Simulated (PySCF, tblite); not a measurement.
# C6H5N3: excited states, first hyperpolarisability

What do calculations give for the excited states, first hyperpolarisability of C6H5N3 (`CC#Cc1ncncn1`)?

Computed with tblite 0.8.0 and PySCF 2.14.0 and routines of our own; the level stands in each step. Atoms count from 0.

## Step 1: The system as given

14 atoms, charge 0, multiplicity 1; geometry from: force field or distance geometry start.

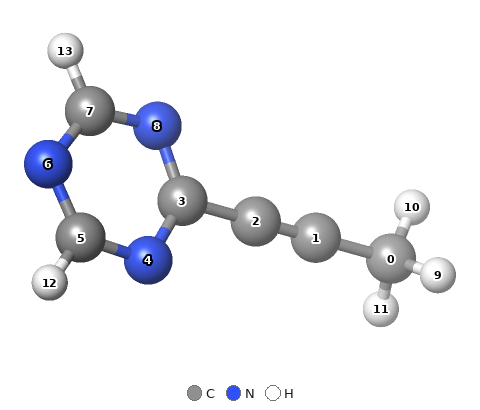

The starting geometry (carbon grey, nitrogen blue, hydrogen white).

## Step 2: Optimising the geometry with GFN2-xTB

Job settings and geometry (Å):

```
{"job": {"kind": "relax", "xc": "GFN2-xTB", "basis": "xTB"}, "charge": 0, "multiplicity": 1}
C      3.454900    -0.111600    -0.030700
C      1.980400    -0.058200    -0.027600
C      0.792900    -0.028500    -0.004800
C     -0.643000     0.027500    -0.005100
N     -1.271600    -1.141600     0.193600
C     -2.599000    -1.026100     0.183300
N     -3.283700     0.106300     0.021200
C     -2.520900     1.191000    -0.143600
N     -1.194200     1.214000    -0.168500
H      3.829300    -0.433600     0.945400
H      3.862100     0.876000    -0.252000
H      3.803800    -0.811400    -0.787900
H     -3.172000    -1.933900     0.340400
H     -3.039700     2.129600    -0.286100
```

Run with:

```sh
> OMP_NUM_THREADS=1 python excited_run.py task.json out
```

This one command runs all jobs of the session in turn.

The program printed:

```text
step      E/eV     max force
  0    -655.51471    2.919
  1    -655.42412    6.022
  2    -655.59172    0.540
  3    -655.59679    0.289
  4    -655.59966    0.147
  5    -655.60166    0.070
  6    -655.60213    0.056
  7    -655.60258    0.049
  8    -655.60278    0.044
  9    -655.60297    0.034
 10    -655.60315    0.040
 11    -655.60328    0.028
 12    -655.60332    0.010
```

Run time: 0.06 s. Hardware: 1 thread of Arm Neoverse V2, shared host.

Step by step: (the energy doesn't fall at every step)

```csv
step,energy from step 0 (eV),largest force (eV/Å)
0,0.0000,2.9186
1,0.0906,6.0223
2,-0.0770,0.5402
3,-0.0821,0.2888
4,-0.0849,0.1472
5,-0.0870,0.0700
6,-0.0874,0.0562
7,-0.0879,0.0494
8,-0.0881,0.0437
9,-0.0883,0.0341
10,-0.0884,0.0404
11,-0.0886,0.0282
12,-0.0886,0.0099
```

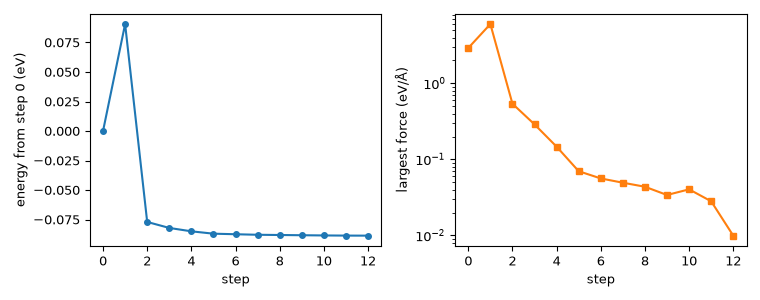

Energy and largest force along the relaxation.

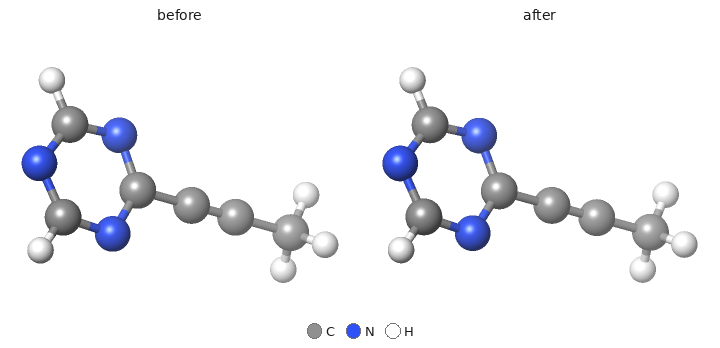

The geometry before (left) and after (right).

Close pairs (by a distance rule), those that changed most:

```csv
bond,before (Å),after (Å),change (Å)
C0–C1,1.475,1.439,-0.037
C2–C3,1.437,1.413,-0.024
C3–N8,1.318,1.337,+0.018
N4–C5,1.332,1.316,-0.017
C1–C2,1.188,1.204,+0.016
N6–C7,1.336,1.325,-0.012
C7–N8,1.327,1.316,-0.011
C5–N6,1.333,1.324,-0.009
```

The next job starts from the end point, and lists it.

## Step 3: Vibrational analysis with GFN2-xTB

Job settings and geometry (Å):

```
{"job": {"kind": "ir", "xc": "GFN2-xTB", "basis": "xTB"}, "charge": 0, "multiplicity": 1}
C      3.440088    -0.107008    -0.031470
C      2.002143    -0.064031    -0.020078
C      0.798439    -0.027700    -0.009763
C     -0.614011     0.017715     0.003170
N     -1.278200    -1.127534     0.187722
C     -2.589358    -1.017845     0.187695
N     -3.271517     0.105557     0.024089
C     -2.519328     1.182127    -0.147836
N     -1.203950     1.204893    -0.168265
H      3.802989    -0.433887     0.942882
H      3.844156     0.880387    -0.252623
H      3.781179    -0.813610    -0.787909
H     -3.161276    -1.926434     0.335190
H     -3.032033     2.126896    -0.284969
```

The program printed:

```text
mode    cm-1     km/mol
  1      43.6      0.12
  2      76.8      1.13
  3      82.2      1.52
  4     199.1      1.37
  5     269.4      0.69
  6     281.6      0.00
  7     318.2      0.01
  8     424.2      1.43
  9     469.9      0.74
 10     509.2      0.16
 11     665.9     19.58
 12     747.7     46.90
 13     769.6     54.83
 14     872.9      1.30
 15     939.3      0.00
 16    1005.7     12.52
 17    1021.0     16.07
 18    1041.3      0.16
 19    1067.5     36.34
 20    1152.4      0.00
 21    1157.9      0.09
 22    1230.6      1.84
 23    1309.4      4.60
 24    1350.4      0.51
 25    1375.3     39.66
 26    1417.2     62.30
 27    1435.7      8.76
 28    1436.4      8.95
 29    1504.2    225.06
 30    1562.0    483.16
 31    2359.7    387.67
 32    3005.3      9.36
 33    3009.2     10.45
 34    3013.4     12.97
 35    3043.5     36.33
 36    3044.7     20.09
```

It took 0.3 s on 1 thread of Arm Neoverse V2, shared host.

Which atoms move in the most intense modes:

| cm⁻¹ | km/mol | atoms |
| --- | --- | --- |
| 748 | 46.9 | N6 18 %, C0 13 %, N4 12 %, N8 12 % |
| 770 | 54.8 | C3 41 %, N8 15 %, N4 15 % |
| 1068 | 36.3 | N4 19 %, N8 18 %, C0 13 %, C2 12 % |
| 1375 | 39.7 | H9 25 %, H11 25 %, H10 21 %, C0 17 % |
| 1417 | 62.3 | C3 48 % |
| 1504 | 225.1 | C3 31 %, N6 22 %, C7 13 %, C5 13 % |
| 1562 | 483.2 | C5 30 %, C7 30 %, N8 14 %, N4 14 % |
| 2360 | 387.7 | C1 50 %, C2 49 % |

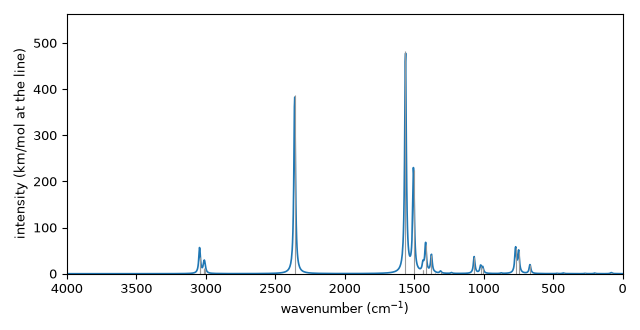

The infrared spectrum from these modes, unscaled. Lines are broadened to a width of 14 cm⁻¹ (Lorentzian).

## Step 4: Excited states: TDA B3LYP/def2-SVP

Settings changed since step 3:

```diff
@@ -1,2 +1,2 @@
-{"job": {"kind": "ir", "xc": "GFN2-xTB", "basis": "xTB"}, "charge": 0, "multiplicity": 1}
+{"job": {"kind": "states", "xc": "B3LYP", "basis": "def2-SVP", "tda": true, "soc": true, "nstates": 8, "ntriplets": 5, "nquad": 4}, "charge": 0, "multiplicity": 1}
 C      3.440088    -0.107008    -0.031470
```

With the program's defaults for keys left out, this is: TDA B3LYP/def2-SVP excited states, vertical, gas phase, spin-orbit mean-field couplings.

The program printed:

```text
coarse grid: 12808 points
cycle   1  E = -395.3963665728  dE =  1.698e+00  |g| = 5.748e-01  |ddm| = 4.745e+00
cycle   2  E = -395.3426744526  dE =  5.369e-02  |g| = 7.773e-01  |ddm| = 2.020e+00
cycle   3  E = -395.4713542878  dE = -1.287e-01  |g| = 8.455e-02  |ddm| = 1.028e+00
cycle   4  E = -395.4727331798  dE = -1.379e-03  |g| = 3.836e-02  |ddm| = 1.181e-01
cycle   5  E = -395.4730432200  dE = -3.100e-04  |g| = 1.637e-02  |ddm| = 4.759e-02
cycle   6  E = -395.4730980972  dE = -5.488e-05  |g| = 6.736e-03  |ddm| = 1.921e-02
cycle   7  E = -395.4731098020  dE = -1.170e-05  |g| = 1.250e-03  |ddm| = 7.444e-03
cycle   8  E = -395.4731101482  dE = -3.463e-07  |g| = 4.826e-04  |ddm| = 1.677e-03
final grid: 127088 points
cycle   9  E = -395.5390489390  dE = -3.900e-05  |g| = 4.488e-03  |ddm| = 4.611e-02
cycle  10  E = -395.5390478632  dE =  1.076e-06  |g| = 5.205e-03  |ddm| = 1.042e-02
cycle  11  E = -395.5390540163  dE = -6.153e-06  |g| = 9.323e-04  |ddm| = 5.528e-03
cycle  12  E = -395.5390542186  dE = -2.023e-07  |g| = 2.796e-04  |ddm| = 1.220e-03
cycle  13  E = -395.5390542331  dE = -1.451e-08  |g| = 1.378e-04  |ddm| = 3.584e-04
cycle  14  E = -395.5390542371  dE = -4.067e-09  |g| = 3.463e-05  |ddm| = 1.651e-04
cycle  15  E = -395.5390542374  dE = -2.586e-10  |g| = 1.654e-05  |ddm| = 4.749e-05
converged SCF energy = -395.5390542374

Singlet excitations
state   eV       nm        f     d(h-e)  d(exc)  Lambda  PR(NTO)  |dmu|/D   mu/D   main configurations
  1   4.0263   307.9   0.00001   0.288   2.875   0.474   1.011    1.228    0.882   H->L 0.99
  2   4.2747   290.0   0.00657   1.506   3.165   0.511   1.003    3.864    1.755   H-1->L 0.96
  3   4.5438   272.9   0.00013   1.805   3.302   0.403   1.005    5.515    7.623   H-3->L 0.98
  4   4.5670   271.5   0.00852   0.748   2.532   0.496   1.007    1.807    3.915   H->L+1 0.95
  5   4.6345   267.5   0.00000   0.597   2.425   0.420   1.011                     H-1->L+1 0.97
  6   5.3226   232.9   0.00529   2.248   3.724   0.394   1.258                     H-2->L+1 0.86, H-4->L 0.11
  7   5.3692   230.9   0.48195   1.511   3.316   0.718   1.270                     H-2->L 0.83
  8   5.5419   223.7   0.00009   3.505   4.179   0.220   1.001                     H-3->L+1 0.96

Triplet excitations (Tamm-Dancoff)
state   eV     d(h-e)  d(exc)  Lambda  PR(NTO)   main configurations
  1   3.7165   0.676   3.100   0.699   1.091   H-2->L 0.82, H-1->L 0.11
  2   3.7187   0.373   2.819   0.477   1.106   H->L 0.91
  3   3.7227   1.021   2.947   0.524   1.395   H-1->L 0.70, H->L+1 0.15, H-2->L 0.10
  4   4.0314   0.357   2.567   0.497   1.449   H->L+1 0.77, H-1->L 0.15
  5   4.3267   1.555   3.169   0.406   1.133   H-3->L 0.90
S1 - T1 = 0.3098 eV

Spin-orbit couplings |<S|Hso|T>| (cm-1)
             T1       T2       T3       T4       T5
S0        2.415   17.590    6.986   20.945   11.224
S1        9.744    1.818   14.884    5.632    0.012
S2        2.656   15.790    1.784    0.019    6.468
S3        7.335    1.131    6.898    2.491    0.010
S4        0.709    3.218    0.451    0.064    3.999
S5        1.550    0.581    5.931   15.745    0.015
S6        0.446    1.556    1.976    7.914    0.127
S7        1.125    9.815    1.412    1.635   11.743
S8        0.176    1.552    0.182    0.011    1.221
T1 sublevels (cm-1): 0.000 0.246 4.588   radiative rates (1/s): 2.06 4.59 4.14
```

It took 24 s on 1 thread of Arm Neoverse V2, shared host; peak memory 0.72 GiB.

Key values:

| quantity | value |
| --- | --- |
| S1 less T1 | 0.31 eV |

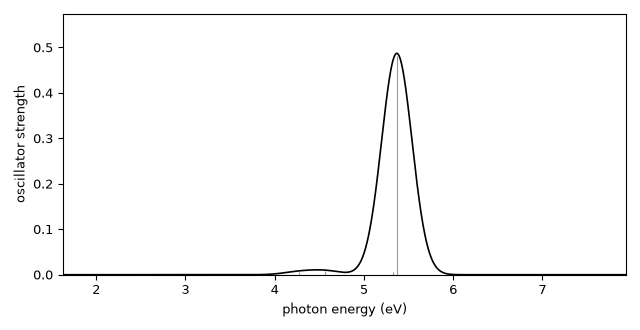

Absorption lines of the singlets. Lines are broadened to a width of 0.40 eV (Gaussian).

The fields below are evaluated on a grid from the run's orbitals.

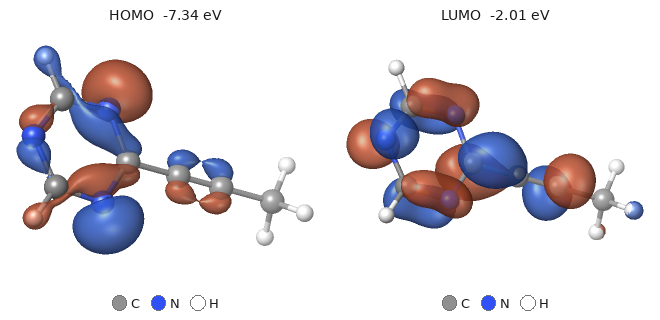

B3LYP/def2-SVP orbitals near the gap, drawn at the value that encloses 70 % of each; the two colours are the two signs.

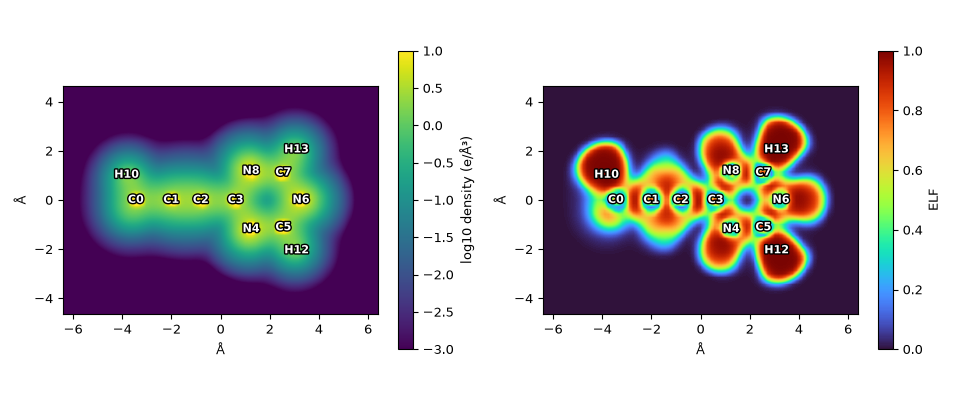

Density (left) and ELF (right) in a plane through or near 12 of the atoms.

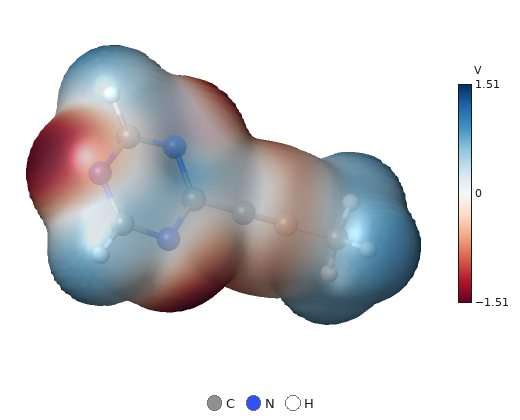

The potential that a unit positive charge feels on the 0.002 e/bohr³ surface, from -1.51 V near N8 to 1.02 V near H9.

## Step 5: Excited states: TDDFT PBE0/def2-SVPD

Settings changed since step 4:

```diff
@@ -1,2 +1,2 @@
-{"job": {"kind": "states", "xc": "B3LYP", "basis": "def2-SVP", "tda": true, "soc": true, "nstates": 8, "ntriplets": 5, "nquad": 4}, "charge": 0, "multiplicity": 1}
+{"job": {"kind": "states", "xc": "PBE0", "basis": "def2-SVPD", "tpa": true, "nstates": 6, "nquad": 5, "ntriplets": 0}, "charge": 0, "multiplicity": 1}
 C      3.440088    -0.107008    -0.031470
```

Method: TDDFT PBE0/def2-SVPD excited states, vertical, gas phase, two-photon moments by quadratic response.

The program printed:

```text
coarse grid: 12808 points
cycle   1  E = -394.9902483606  dE =  1.743e+00  |g| = 5.227e-01  |ddm| = 1.380e+01
cycle   2  E = -394.9607910816  dE =  2.946e-02  |g| = 6.658e-01  |ddm| = 5.506e+00
cycle   3  E = -395.0536480619  dE = -9.286e-02  |g| = 6.719e-02  |ddm| = 3.782e+00
cycle   4  E = -395.0543871061  dE = -7.390e-04  |g| = 3.662e-02  |ddm| = 2.824e-01
cycle   5  E = -395.0546666837  dE = -2.796e-04  |g| = 1.440e-02  |ddm| = 1.042e-01
cycle   6  E = -395.0547094625  dE = -4.278e-05  |g| = 5.623e-03  |ddm| = 4.106e-02
cycle   7  E = -395.0547176645  dE = -8.202e-06  |g| = 1.021e-03  |ddm| = 1.585e-02
final grid: 127088 points
cycle   8  E = -395.1021896795  dE = -3.716e-05  |g| = 5.693e-03  |ddm| = 2.347e-01
cycle   9  E = -395.1021877875  dE =  1.892e-06  |g| = 6.625e-03  |ddm| = 4.795e-02
cycle  10  E = -395.1021974893  dE = -9.702e-06  |g| = 1.794e-03  |ddm| = 2.197e-02
cycle  11  E = -395.1021982579  dE = -7.686e-07  |g| = 4.677e-04  |ddm| = 3.478e-03
cycle  12  E = -395.1021983039  dE = -4.600e-08  |g| = 2.097e-04  |ddm| = 1.563e-03
cycle  13  E = -395.1021983132  dE = -9.264e-09  |g| = 5.421e-05  |ddm| = 8.787e-04
cycle  14  E = -395.1021983137  dE = -5.879e-10  |g| = 1.903e-05  |ddm| = 1.746e-04
converged SCF energy = -395.1021983137

Singlet excitations
state   eV       nm        f     d(h-e)  d(exc)  Lambda  PR(NTO)  |dmu|/D   mu/D   delta(TPA)   sigma/GM   main configurations
  1   4.1324   300.0   0.00001   0.272   2.886   0.482   1.010    1.179    0.968        0.41      0.003   H->L 0.98
  2   4.3765   283.3   0.00472   1.464   3.159   0.466   1.012    3.912    1.765        5.23      0.037   H-2->L 0.98
  3   4.5877   270.3   0.00007   1.731   3.280   0.414   1.006    5.465    7.610        0.23      0.002   H-3->L 0.97
  4   4.6315   267.7   0.00494   0.754   2.568   0.483   1.019    1.923    4.068        1.29      0.010   H->L+1 0.92
  5   4.7384   261.7   0.00000   0.552   2.456   0.431   1.007    0.949    1.197        0.87      0.007   H-2->L+1 0.99
  6   5.1985   238.5   0.41925   1.398   3.300   0.714   1.281                                            H-1->L 0.92
```

Wall time 39 s (1 thread of Arm Neoverse V2, shared host); peak memory 0.84 GiB.

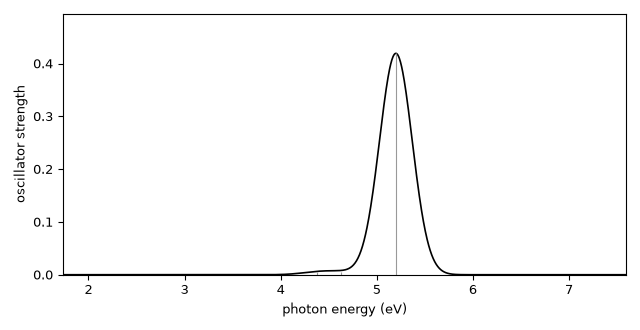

Absorption lines of the singlets. Lines are broadened to a width of 0.40 eV (Gaussian).

## Step 6: First hyperpolarisability: quadratic response CAM-B3LYP/def2-SVPD

Settings changed since step 5:

```diff
@@ -1,2 +1,2 @@
-{"job": {"kind": "states", "xc": "PBE0", "basis": "def2-SVPD", "tpa": true, "nstates": 6, "nquad": 5, "ntriplets": 0}, "charge": 0, "multiplicity": 1}
+{"job": {"kind": "beta", "xc": "CAM-B3LYP", "basis": "def2-SVPD", "wavelengths": [1064, 800]}, "charge": 0, "multiplicity": 1}
 C      3.440088    -0.107008    -0.031470
```

Method: quadratic response CAM-B3LYP/def2-SVPD first hyperpolarisability, Taylor convention, gas phase.

The program printed:

```text
coarse grid: 12808 points
cycle   1  E = -395.2038502925  dE =  1.978e+00  |g| = 5.977e-01  |ddm| = 1.648e+01
cycle   2  E = -395.2124658151  dE = -8.616e-03  |g| = 6.313e-01  |ddm| = 5.487e+00
cycle   3  E = -395.2901283360  dE = -7.766e-02  |g| = 4.792e-02  |ddm| = 3.784e+00
cycle   4  E = -395.2906034127  dE = -4.751e-04  |g| = 3.175e-02  |ddm| = 4.737e-01
cycle   5  E = -395.2908271792  dE = -2.238e-04  |g| = 7.653e-03  |ddm| = 1.118e-01
cycle   6  E = -395.2908367051  dE = -9.526e-06  |g| = 5.357e-03  |ddm| = 3.494e-02
cycle   7  E = -395.2908441144  dE = -7.409e-06  |g| = 1.233e-03  |ddm| = 1.245e-02
final grid: 127088 points
cycle   8  E = -395.3590358552  dE = -3.518e-05  |g| = 2.870e-03  |ddm| = 3.256e-01
cycle   9  E = -395.3590359234  dE = -6.822e-08  |g| = 3.048e-03  |ddm| = 2.449e-02
cycle  10  E = -395.3590379151  dE = -1.992e-06  |g| = 7.932e-04  |ddm| = 7.004e-03
cycle  11  E = -395.3590380594  dE = -1.444e-07  |g| = 2.346e-04  |ddm| = 1.999e-03
cycle  12  E = -395.3590380727  dE = -1.330e-08  |g| = 9.979e-05  |ddm| = 1.249e-03
cycle  13  E = -395.3590380748  dE = -2.077e-09  |g| = 1.449e-05  |ddm| = 3.776e-04
cycle  14  E = -395.3590380749  dE = -6.980e-11  |g| = 1.058e-05  |ddm| = 8.492e-05
converged SCF energy = -395.3590380749

Lowest singlets (eV, f): 4.3968 0.0000  4.7098 0.0056  4.8405 0.0001

First hyperpolarisability (au)
process     nm      |vector|   parallel      HRS      DR
static         -      598.25     358.94     256.96   4.459
shg       1064.0      794.80     476.87     339.72   4.547
eope      1064.0      654.37     392.61          -       -
shg        800.0     1026.98     616.18     437.31   4.618
eope       800.0      703.29     421.96          -       -
```

Wall time 47 s (1 thread of Arm Neoverse V2, shared host); peak memory 0.92 GiB.

## Step 7: Results

| quantity | value |
| --- | --- |
| strongest single infrared mode (GFN2-xTB) | 1562 cm⁻¹, 483 km/mol |
| zero-point energy (GFN2-xTB) | 61.8 kcal/mol |
| S1 less T1 (step 4, TDA B3LYP/def2-SVP) | 0.31 eV |
| potential on the surface of density 0.002 e/bohr³, 1st and 99th percentile | -1.51 V and 1.02 V |
| β vector (step 6, quadratic response CAM-B3LYP/def2-SVPD) | static 598, SHG 1064.0 nm 795, SHG 800.0 nm 1027 au |

No mode is imaginary among the 36: a minimum at this level. The strongest single mode, at 1562 cm⁻¹, is carried by C5, C7, N8, N4. GFN2-xTB is a fitted tight-binding method: band positions and strengths are rough. Its intensities can rank the bands wrongly. In step 4, the number of triplets below S1 is 3, and the largest singlet-triplet spin-orbit coupling is S0–T4, 20.95 cm⁻¹. By nearest atom (B3LYP/def2-SVP), the HOMO sits on N4, N8 about 36 % each and the LUMO on C3 25 %; N6 18 %. β grows from 598 au (static) to 1027 au for doubling at 800.0 nm: normal dispersion, which grows as twice the photon energy moves toward the bright states.
